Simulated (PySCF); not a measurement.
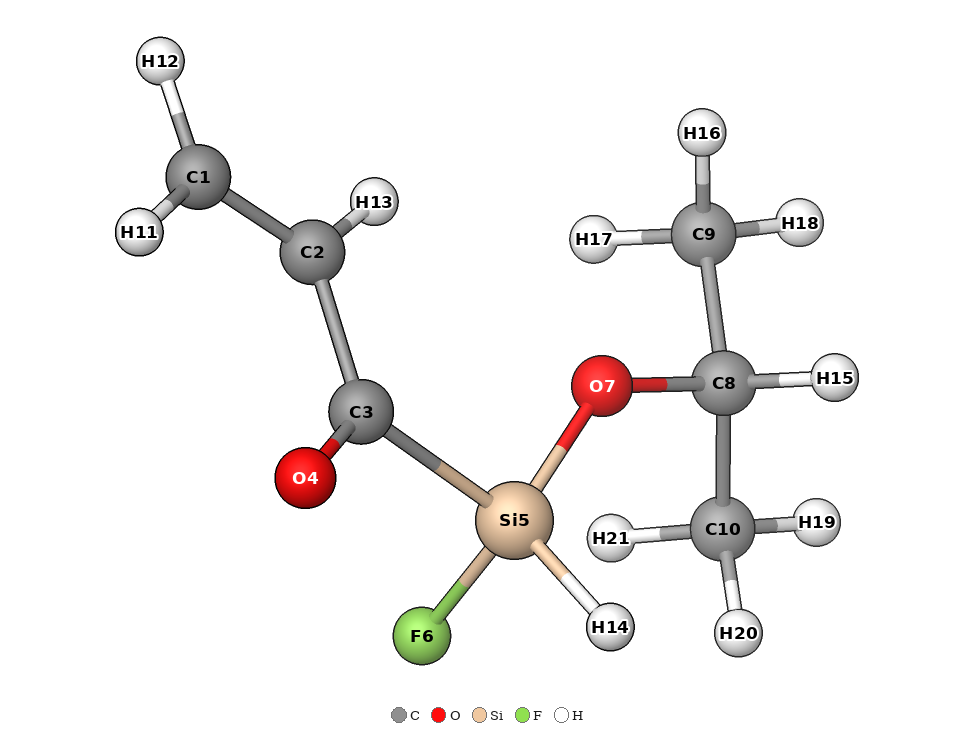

The geometry was computed by an optimisation with GFN2-xTB. No frequency run is at hand to confirm it as a minimum. Electric field gradients from the ground-state density, PBE0/pcSseg-1 (PySCF 2.14.0), non-relativistic apart from any core potentials.

Give the largest field-gradient component, the quadrupole coupling constant and the asymmetry for 17O at O4 (Q = −25.6 mb), 17O at O7 (Q = −25.6 mb), 2H at H11 (Q = 2.86 mb), 2H at H12 (Q = 2.86 mb).

```json
{"atom": "O4", "V_zz (a.u.)": "−2.044", "e²qQ/h (MHz)": "12.29", "η": "0.54"}
{"atom": "O7", "V_zz (a.u.)": "1.626", "e²qQ/h (MHz)": "−9.78", "η": "0.21"}
{"atom": "H11", "V_zz (a.u.)": "0.325", "e²qQ/h (MHz)": "0.218", "η": "0.01"}
{"atom": "H12", "V_zz (a.u.)": "0.334", "e²qQ/h (MHz)": "0.224", "η": "0.01"}
```

The geometry is semi-empirical. Around Si such bond lengths and angles can be off by a tenth of an ångström or more and by several degrees, and values that hang on the shape move with them.
